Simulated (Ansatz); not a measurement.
# A hypothetical structure for KZn

This structure for KZn is made up. Its elements were placed in a known structure type with a cell scaled to their sizes. What cell does the guess relax to, and how far off was it?

Calculated with Ansatz 0.2.0; DFT, PBE, plane-wave PAW, files of the set soft_1, scalar-relativistic, no spin, cell and ions relaxed at zero pressure; PAW set soft_1, in the first sound run; inputs show where later runs differ.

### Step 1. The structure

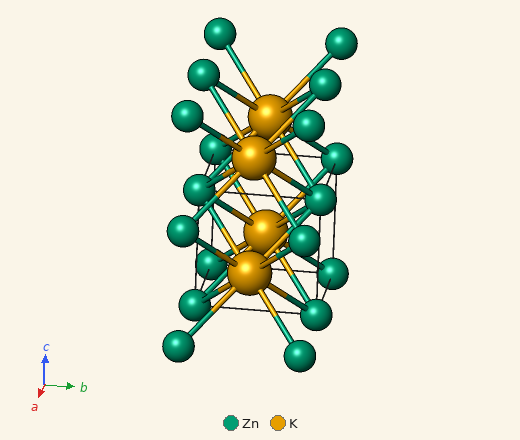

The cell as given, slightly off an axis (zinc teal, potassium orange). 2×1×2 cells are drawn. Some periodic images of atoms are drawn too.

### Step 2. Relaxation of the guess

The guess takes its coordinates from another compound and its volume from a rule, so the cell and any free coordinates are relaxed together.

The input, input.yaml:

```yaml
crystal:
  lattice:
    - [4.047, 0.0, 0.0]
    - [0.0, 4.047, 0.0]
    - [0.0, 0.0, 4.047]
  atoms:
    - { symbol: Zn, position: [0.0, 0.0, 0.0] }
    - { symbol: K, position: [0.5, 0.5, 0.5] }
kpoints:
  mp_grid: { grid: [7, 7, 7] }
scf:
  occupations: { method: fermi_dirac, width: 0.05 }
hamiltonian:
  xc: pbe
  pseudopotentials: { kind: paw, azcp: { folder: soft_1 } }
relax:
  f_tol: 0.015
  max_steps: 70
  cell: {}
output:
  forces: true
  stress: true
```

Started as:

```sh
$ ansatz run input.yaml --threads 4 --pin off --max-ram 8192MiB --backend cpu --events-out ev --progress --plain --runs-dir out
```

Numbers of over 12 decimals in the logs are rounded to 6 here.

Log:

```text
Engine: ansatz 0.2.0, aarch64-unknown-linux-gnu
Pseudopotentials: kind: paw
Pseudopotential: Zn, paw, valence charge 12, recommended cutoff 420 eV (normal), soft_1/Zn.paw.azcp
Pseudopotential: K, paw, valence charge 9, recommended cutoff 420 eV (normal), soft_1/K.paw.azcp
Functional definition: PBE
  parameter kappa = 0.804
  parameter beta = 0.066725
  exchange = pbe_x(kappa = kappa, mu = beta*pi^2/3)
  correlation = pbe_c(beta = beta)
Crystal: 2 atoms, lattice volume = 66.283 Å³
Basis set: ecut = 420 eV, 1309 PW (Γ), exchange–correlation on 60×60×60 points (8 copies of the dense FFT grid, shifted against one another)
Bands: 15, of which v1, the nominal top of the filled ones, is band 11 counted from 1 (10 counted from 0)
Symmetry: 48 space group operations
Space group: Pm-3m (ITA 221), of the structure as read, at distance tolerance 4.0e-5 Å
k-points: 20 of 343
Non-local potential: Zn, projectors of the file, l = 0: 2, l = 1: 2, l = 2: 3, l = 3: 1
Non-local potential: K, projectors of the file, l = 0: 3, l = 1: 2, l = 2: 2
PAW form: soft (Blöchl's): semilocal exchange-correlation on the pseudo side does not see the compensation charge
PAW one-centre angular grid: Zn, 590 points (default); XC on 64 Gauss nodes
PAW one-centre angular grid: K, 110 points (default); XC on 64 Gauss nodes
Initial density: superposition of atomic densities (chi_scale 0.1, normalization cell, long waves kept (reshape's long-wave potential 0.00 eV rms))
Initial wavefunctions: pseudopotential atomic-orbital guess
Functional: x = pbe(κ = 0.804, μ = 0.219515), c = pbe(β = 0.066725)
SCF iter   1: F=—  HF=-4857.033765 eV  |F-HF|=—  |Δ(HF+E_count)|=         —  Δρ=5.58e-2  dr2=2.00e0  ethr=3.10e-3  ⟨swp⟩=5.8  Hψ=1685  notcnv=0
preconditioner: auto → Kerker (q_TF=auto, 2.253 Å⁻¹)  [metal: Δε(μ)=0.083 eV  Ē_g=10.889 eV  σ=0.050 eV  W_gap=0.34  n_scr=18 (ndim 8)  ℏωp=19.9 eV  f_vac=0.000  D(μ)=1.78/eV (n_scr^D=18)]
SCF iter   2: F=—  HF=-4856.540963 eV  |F-HF|=—  |Δ(HF+E_count)|=   4.93e-1  Δρ=1.84e-2  dr2=2.26e-1  ethr=3.10e-3  ⟨swp⟩=2.6  Hψ=694  notcnv=0  defer=4
SCF iter   3: F=—  HF=-4856.430831 eV  |F-HF|=—  |Δ(HF+E_count)|=   1.10e-1  Δρ=9.88e-3  dr2=1.67e-1  ethr=1.08e-3  ⟨swp⟩=2.0  Hψ=671  notcnv=0  defer=4
SCF iter   4: F=—  HF=-4856.381923 eV  |F-HF|=—  |Δ(HF+E_count)|=   4.89e-2  Δρ=5.22e-3  dr2=3.01e-2  ethr=7.94e-4  ⟨swp⟩=2.4  Hψ=532  notcnv=0  defer=4
SCF iter   5: F=—  HF=-4856.372731 eV  |F-HF|=—  |Δ(HF+E_count)|=   9.19e-3  Δρ=1.06e-3  dr2=2.37e-3  ethr=1.43e-4  ⟨swp⟩=2.5  Hψ=679  notcnv=0  defer=4
SCF iter   6: F=—  HF=-4856.371701 eV  |F-HF|=—  |Δ(HF+E_count)|=   1.03e-3  Δρ=4.75e-4  dr2=2.02e-4  ethr=1.13e-5  ⟨swp⟩=3.0  Hψ=506  notcnv=0  defer=4
SCF iter   7: F=—  HF=-4856.371658 eV  |F-HF|=—  |Δ(HF+E_count)|=   4.26e-5  Δρ=7.16e-5  dr2=3.75e-6  ethr=9.63e-7  ⟨swp⟩=2.5  Hψ=456  notcnv=0  defer=4
SCF iter   8: F=—  HF=-4856.371661 eV  |F-HF|=—  |Δ(HF+E_count)|=   3.13e-6  Δρ=2.65e-5  dr2=4.42e-7  ethr=1.78e-8  ⟨swp⟩=2.1  Hψ=364  notcnv=0  defer=4
SCF iter   9: F=-4856.371662 eV  HF=-4856.371662 eV  |F-HF|=1.01e-8  |Δ(HF+E_count)|=   2.66e-7  Δρ=3.71e-6  dr2=7.06e-9  ethr=4.76e-10  ⟨swp⟩=4.0  Hψ=967  notcnv=0
SCF 1 converged in 9 iterations: F = -4856.371662 eV  dr2 = 7.06e-9
  greatest PAW one-centre occupation: 0.988 electrons in one spin orbital (limit 2), on the K atom at site 1 (counted from 0), in its partial waves of l = 0
relax step   1: F+E_penalty+E_count = -4856.37166154 eV  Δ(F+E_penalty+E_count) = +0.000e0 eV  max|allowed force component| = 1.561e-30 eV/Å  Δτ_max = 0.0000 Å  P = +1.262 GPa  Ω = 66.283 Å³  (9 SCF iters, dr2 threshold 1.00e-7 eV, accepted)
Crystal: 2 atoms, lattice volume = 68.399 Å³
Basis set: ecut = 420 eV, 1357 PW (Γ), exchange–correlation on 60×60×60 points (8 copies of the dense FFT grid, shifted against one another)
Initial density: handed on by an earlier stage of this run
Initial wavefunctions: those handed on with the density
iter 1 solved again at ethr=5.16e-6 eV; its pass at ethr=3.10e-3 eV (dr2=1.08e-3 eV) is discarded
SCF iter   1: F=—  HF=-4856.385555 eV  |F-HF|=—  |Δ(HF+E_count)|=         —  Δρ=1.23e-3  dr2=1.14e-3  ethr=5.16e-6  ⟨swp⟩=1.5  Hψ=2165  notcnv=0
preconditioner: auto → Kerker (q_TF=auto, 2.241 Å⁻¹)  [metal: Δε(μ)=0.089 eV  Ē_g=12.080 eV  σ=0.050 eV  W_gap=0.36  n_scr=18 (ndim 8)  ℏωp=19.6 eV  f_vac=0.000  D(μ)=1.92/eV (n_scr^D=18)]
SCF iter   2: F=—  HF=-4856.385254 eV  |F-HF|=—  |Δ(HF+E_count)|=   3.01e-4  Δρ=4.77e-4  dr2=1.68e-4  ethr=5.16e-6  ⟨swp⟩=2.0  Hψ=401  notcnv=0
SCF iter   3: F=—  HF=-4856.385194 eV  |F-HF|=—  |Δ(HF+E_count)|=   6.04e-5  Δρ=2.55e-4  dr2=1.12e-4  ethr=7.99e-7  ⟨swp⟩=2.0  Hψ=400  notcnv=0
SCF iter   4: F=—  HF=-4856.385160 eV  |F-HF|=—  |Δ(HF+E_count)|=   3.38e-5  Δρ=1.43e-4  dr2=1.20e-5  ethr=5.34e-7  ⟨swp⟩=2.1  Hψ=426  notcnv=0
SCF iter   5: F=—  HF=-4856.385158 eV  |F-HF|=—  |Δ(HF+E_count)|=   2.23e-6  Δρ=2.23e-5  dr2=1.02e-6  ethr=5.73e-8  ⟨swp⟩=2.0  Hψ=430  notcnv=0
SCF iter   6: F=-4856.385157 eV  HF=-4856.385157 eV  |F-HF|=4.28e-9  |Δ(HF+E_count)|=   3.62e-7  Δρ=7.68e-6  dr2=6.58e-8  ethr=9.52e-10  ⟨swp⟩=4.8  Hψ=1007  notcnv=0
SCF 2 converged in 6 iterations: F = -4856.385157 eV  dr2 = 6.58e-8
relax step   2: F+E_penalty+E_count = -4856.38515720 eV  Δ(F+E_penalty+E_count) = -1.350e-2 eV  max|allowed force component| = 3.480e-30 eV/Å  Δτ_max = 0.0000 Å  P = +0.847 GPa  Ω = 68.399 Å³  energy of the carried Pulay correction = -3.657e-4 eV  (6 SCF iters, dr2 threshold 2.00e-7 eV, accepted)
Crystal: 2 atoms, lattice volume = 73.167 Å³
Basis set: ecut = 420 eV, 1365 PW (Γ), exchange–correlation on 60×60×60 points (8 copies of the dense FFT grid, shifted against one another)
iter 1 solved again at ethr=2.40e-5 eV; its pass at ethr=3.10e-3 eV (dr2=5.04e-3 eV) is discarded
SCF iter   1: F=—  HF=-4856.400089 eV  |F-HF|=—  |Δ(HF+E_count)|=         —  Δρ=2.54e-3  dr2=5.49e-3  ethr=2.40e-5  ⟨swp⟩=1.5  Hψ=2247  notcnv=0
preconditioner: auto → Kerker (q_TF=auto, 2.216 Å⁻¹)  [metal: Δε(μ)=0.050 eV  Ē_g=12.007 eV  σ=0.050 eV  W_gap=0.23  n_scr=18 (ndim 8)  ℏωp=18.9 eV  f_vac=0.000  D(μ)=2.02/eV (n_scr^D=18)]
SCF iter   2: F=—  HF=-4856.398654 eV  |F-HF|=—  |Δ(HF+E_count)|=   1.44e-3  Δρ=1.03e-3  dr2=9.03e-4  ethr=2.40e-5  ⟨swp⟩=2.0  Hψ=408  notcnv=0
SCF iter   3: F=—  HF=-4856.398336 eV  |F-HF|=—  |Δ(HF+E_count)|=   3.18e-4  Δρ=5.47e-4  dr2=6.06e-4  ethr=4.30e-6  ⟨swp⟩=2.0  Hψ=400  notcnv=0
SCF iter   4: F=—  HF=-4856.398128 eV  |F-HF|=—  |Δ(HF+E_count)|=   2.08e-4  Δρ=2.86e-4  dr2=5.65e-5  ethr=2.89e-6  ⟨swp⟩=2.0  Hψ=422  notcnv=0
SCF iter   5: F=—  HF=-4856.398125 eV  |F-HF|=—  |Δ(HF+E_count)|=   3.28e-6  Δρ=4.75e-5  dr2=4.51e-6  ethr=2.69e-7  ⟨swp⟩=2.1  Hψ=427  notcnv=0
SCF iter   6: F=—  HF=-4856.398124 eV  |F-HF|=—  |Δ(HF+E_count)|=   1.15e-6  Δρ=2.68e-5  dr2=5.87e-7  ethr=2.15e-8  ⟨swp⟩=2.8  Hψ=433  notcnv=0
SCF iter   7: F=-4856.398124 eV  HF=-4856.398124 eV  |F-HF|=9.23e-9  |Δ(HF+E_count)|=   1.19e-8  Δρ=7.37e-6  dr2=3.84e-8  ethr=9.52e-10  ⟨swp⟩=4.8  Hψ=975  notcnv=0
SCF 3 converged in 7 iterations: F = -4856.398124 eV  dr2 = 3.84e-8
relax step   3: F+E_penalty+E_count = -4856.39812359 eV  Δ(F+E_penalty+E_count) = -1.297e-2 eV  max|allowed force component| = 2.671e-30 eV/Å  Δτ_max = 0.0000 Å  P = +0.118 GPa  Ω = 73.167 Å³  energy of the carried Pulay correction = -1.124e-3 eV  (7 SCF iters, dr2 threshold 2.00e-7 eV, accepted)
Crystal: 2 atoms, lattice volume = 74.001 Å³
Basis set: ecut = 420 eV, 1419 PW (Γ), exchange–correlation on 60×60×60 points (8 copies of the dense FFT grid, shifted against one another)
iter 1 solved again at ethr=6.26e-7 eV; its pass at ethr=3.10e-3 eV (dr2=1.31e-4 eV) is discarded
SCF iter   1: F=—  HF=-4856.398388 eV  |F-HF|=—  |Δ(HF+E_count)|=         —  Δρ=4.10e-4  dr2=1.50e-4  ethr=6.26e-7  ⟨swp⟩=2.5  Hψ=2166  notcnv=0
preconditioner: auto → Kerker (q_TF=auto, 2.212 Å⁻¹)  [metal: Δε(μ)=0.048 eV  Ē_g=11.931 eV  σ=0.050 eV  W_gap=0.22  n_scr=18 (ndim 8)  ℏωp=18.8 eV  f_vac=0.000  D(μ)=2.03/eV (n_scr^D=18)]
SCF iter   2: F=—  HF=-4856.398347 eV  |F-HF|=—  |Δ(HF+E_count)|=   4.08e-5  Δρ=1.61e-4  dr2=2.60e-5  ethr=6.26e-7  ⟨swp⟩=2.0  Hψ=406  notcnv=0
SCF iter   3: F=—  HF=-4856.398347 eV  |F-HF|=—  |Δ(HF+E_count)|=   2.29e-7  Δρ=8.81e-5  dr2=1.67e-5  ethr=1.24e-7  ⟨swp⟩=2.0  Hψ=400  notcnv=0
SCF iter   4: F=—  HF=-4856.398341 eV  |F-HF|=—  |Δ(HF+E_count)|=   5.90e-6  Δρ=5.55e-5  dr2=1.65e-6  ethr=7.96e-8  ⟨swp⟩=2.0  Hψ=430  notcnv=0
SCF iter   5: F=—  HF=-4856.398341 eV  |F-HF|=—  |Δ(HF+E_count)|=   2.72e-7  Δρ=1.16e-5  dr2=1.33e-7  ethr=7.85e-9  ⟨swp⟩=2.0  Hψ=417  notcnv=0
SCF iter   6: F=-4856.398341 eV  HF=-4856.398341 eV  |F-HF|=2.29e-9  |Δ(HF+E_count)|=   1.72e-8  Δρ=2.85e-6  dr2=8.88e-9  ethr=1.66e-10  ⟨swp⟩=4.9  Hψ=1025  notcnv=0
SCF 4 converged in 6 iterations: F = -4856.398341 eV  dr2 = 8.88e-9
relax step   4: F+E_penalty+E_count = -4856.39834107 eV  Δ(F+E_penalty+E_count) = -2.175e-4 eV  max|allowed force component| = 1.288e-29 eV/Å  Δτ_max = 0.0000 Å  P = +0.015 GPa  Ω = 74.001 Å³  energy of the carried Pulay correction = -1.249e-3 eV  (6 SCF iters, dr2 threshold 3.48e-8 eV, accepted)
Initial wavefunctions: pseudopotential atomic-orbital guess (no wavefunctions were taken with the density)
iter 1 solved again at ethr=1.74e-6 eV; its pass at ethr=3.10e-3 eV (dr2=3.65e-4 eV) is discarded
SCF iter   1: F=—  HF=-4856.393565 eV  |F-HF|=—  |Δ(HF+E_count)|=         —  Δρ=5.91e-4  dr2=1.33e-5  ethr=1.74e-6  ⟨swp⟩=2.9  Hψ=2390  notcnv=0
preconditioner: auto → Kerker (q_TF=auto, 2.212 Å⁻¹)  [metal: Δε(μ)=0.048 eV  Ē_g=11.922 eV  σ=0.050 eV  W_gap=0.22  n_scr=18 (ndim 8)  ℏωp=18.8 eV  f_vac=0.000  D(μ)=2.03/eV (n_scr^D=18)]
SCF iter   2: F=—  HF=-4856.397980 eV  |F-HF|=—  |Δ(HF+E_count)|=   4.41e-3  Δρ=3.79e-4  dr2=2.26e-5  ethr=6.31e-8  ⟨swp⟩=2.0  Hψ=466  notcnv=0
SCF iter   3: F=—  HF=-4856.399269 eV  |F-HF|=—  |Δ(HF+E_count)|=   1.29e-3  Δρ=9.17e-5  dr2=2.03e-7  ethr=6.31e-8  ⟨swp⟩=2.0  Hψ=430  notcnv=0
SCF iter   4: F=—  HF=-4856.399399 eV  |F-HF|=—  |Δ(HF+E_count)|=   1.31e-4  Δρ=1.25e-5  dr2=1.92e-8  ethr=9.67e-10  ⟨swp⟩=2.0  Hψ=499  notcnv=0
SCF iter   5: F=—  HF=-4856.399400 eV  |F-HF|=—  |Δ(HF+E_count)|=   7.60e-7  Δρ=5.01e-6  dr2=1.03e-8  ethr=9.14e-11  ⟨swp⟩=2.0  Hψ=430  notcnv=0
SCF iter   6: F=—  HF=-4856.399400 eV  |F-HF|=—  |Δ(HF+E_count)|=   8.25e-8  Δρ=1.62e-6  dr2=2.93e-9  ethr=4.91e-11  ⟨swp⟩=2.0  Hψ=421  notcnv=0
SCF iter   7: F=—  HF=-4856.399400 eV  |F-HF|=—  |Δ(HF+E_count)|=   1.62e-8  Δρ=5.89e-7  dr2=6.75e-10  ethr=1.39e-11  ⟨swp⟩=2.0  Hψ=329  notcnv=0
SCF iter   8: F=—  HF=-4856.399400 eV  |F-HF|=—  |Δ(HF+E_count)|=  1.15e-10  Δρ=1.96e-7  dr2=8.37e-11  ethr=3.22e-12  ⟨swp⟩=2.0  Hψ=330  notcnv=0
SCF iter   9: F=-4856.399400 eV  HF=-4856.399400 eV  |F-HF|=1.82e-12  |Δ(HF+E_count)|=    0.00e0  Δρ=6.61e-8  dr2=5.84e-12  ethr=1.00e-12  ⟨swp⟩=6.0  Hψ=1184  notcnv=0
SCF 5 converged in 9 iterations: F = -4856.399400 eV  dr2 = 5.84e-12
relax step   5: F+E_penalty+E_count = -4856.39940030 eV  Δ(F+E_penalty+E_count) = -1.059e-3 eV  max|allowed force component| = 6.311e-30 eV/Å  Δτ_max = 0.0000 Å  P = +0.004 GPa  Ω = 74.001 Å³  stress off target by 3.56e-3 GPa  SCF on the basis re-selected at this cell (its energy is not comparable with the rows above)  (9 SCF iters)
basis re-selected at this cell: Δ(F+E_penalty+E_count) = -1.059e-3 eV, ΔP = -0.011 GPa vs the last step (what re-selecting the basis moved, of the pressure what is left beyond the Pulay correction that the steps carried, after the strain that the cell walked since its last selection, with what the two solves' SCF thresholds leave and, on support functions, any second-order correction that the steps lacked; it is no m [...]
SCF converged after 9 iterations
Free energy (F): -4856.399400 eV
Harris-Foulkes:  -4856.399400 eV  (|F-HF|=1.82e-12)
Internal energy: -4856.382683 eV  (E = F + TS)
E sigma→0 (E₀):  -4856.391042 eV
Entropy (-TS):   -0.016717 eV (-8.359 meV/atom)
Fermi energy:    4.205546 eV
--- Per-component energies (eV) ---
  E_band       = -146.338460
  E_kinetic    = 399.000494
  E_local      = -2893.086077  (includes V_loc(G=0)·N_el)
  E_nonlocal   = 830.932505
  E_hartree    = 1087.825394
  E_xc         = -211.259733
  E_vxc        = -212.777926  (∫ρ·V_xc dr)
  E_paw        = -2677.952051  (= ΣΔE_a)
  E_vpaw       = -446.057896  (= ΣTr[D̂ρ^β])
  E_aug_tail   = -0.000266  (compensation charges beyond the density's cutoff)
  E_ewald      = -1391.842949
  E_smearing   = -0.016717  (= −TS)
  E_closure    = 0.000000  (closes the sum)
  Σ components = -4856.399400   (vs F -4856.399400, Δ=0.00e0)
--- Forces (eV/Å), atoms counted from 1 ---
  atom   1  Zn     0.00000000    -0.00000000     0.00000000
  atom   2  K      0.00000000     0.00000000    -0.00000000
  max |Σ_I F_I| component: 1.26e-29 eV/Å
--- Stress (GPa, compression-positive) ---
        0.003560      -0.000000      -0.000000
       -0.000000       0.003560       0.000000
       -0.000000       0.000000       0.003560
  P = ⅓ Tr σ = 0.0036 GPa (0.036 kbar)
--- Relaxed structure (4 steps of the walk, 4 accepted, 1 SCFs on fresh bases) ---
  F+E_penalty+E_count = -4856.39940030 eV   max|allowed force component| = 6.311e-30 eV/Å   (the final SCF, on the basis selected at the relaxed cell)
  cell:  # Å, volume = 74.0009 Å³
    - [4.198354, 0, 0.0]
    - [0, 4.198354, 0]
    - [0.0, 0, 4.198354]
  atoms:
    - { symbol: Zn, position: [0, 0, 0] }
    - { symbol: K, position: [0.500000, 0.500000, 0.500000] }
```

The job ended after 2.1 s (4 threads of Arm Neoverse V1, shared host; peak memory 0.34 GiB).

The steps of the relaxation:

```tsv
step	energy less that of the first step (eV)	largest force component (eV/Å)	pressure (GPa)	volume (Å³)
1	0.0000	0.0000	1.26	66.28
2	-0.0135	0.0000	0.85	68.40
3	-0.0265	0.0000	0.12	73.17
4	-0.0267	0.0000	0.01	74.00
5*	-0.0277	0.0000	0.00	74.00
```

Relaxation steps marked * repeat the geometry before them on a plane-wave basis chosen anew for their cell, so energy and pressure can jump there.

Forces are held to the 48 operations that the run works with; a distortion that breaks them can't arise in this run.

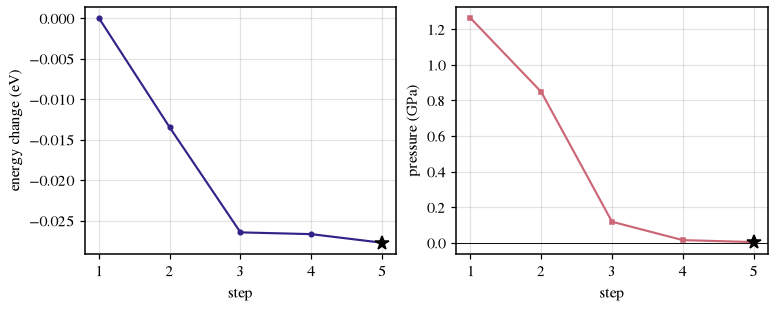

Energy and pressure along the relaxation. Stars mark steps on a basis chosen anew.

```tsv
conventional cell, symmetrised	before	after	change
a (Å)	4.047	4.198	+3.7 %
b (Å)	4.047	4.198	+3.7 %
c (Å)	4.047	4.198	+3.7 %
volume (Å³/atom)	33.14	37.00	+11.6 %
```

The relaxed structure:

```
Zn K
1.0
     4.19835    0.00000    0.00000
     0.00000    4.19835    0.00000
     0.00000    0.00000    4.19835
Zn K
1 1
Direct
  0.00000 0.00000 0.00000
  0.50000 0.50000 0.50000
```

Numbers from this step:

```yaml
free_energy: -4856.3994 eV
energy_at_zero_smearing: -4856.3910 eV
smearing_term_ts: 0.01672 eV
fermi_energy: 4.206 eV
electrons: 21
symmetry_operations: 48
pressure: 0.003560 GPa
```

The shortest distance of each pair, which need not be the same contact before and after:

```tsv
pair	guess (Å)	relaxed (Å)
K–Zn	3.505	3.636
Zn–Zn	4.047	4.198
K–K	4.047	4.198
```

The relaxation ends with a pressure of 0.00 GPa.

(Part 1 of 2 ends here.)

[Logs are printed without paths, hosts, clocks, repeated set-up lines and the standing remarks that a program may print on its own settings, such as how far it seeks lower states.]

[Hosts, paths, dates, database ids (printed as entryN), source tags and the programs' standing remarks are cut or masked in the printed files.]
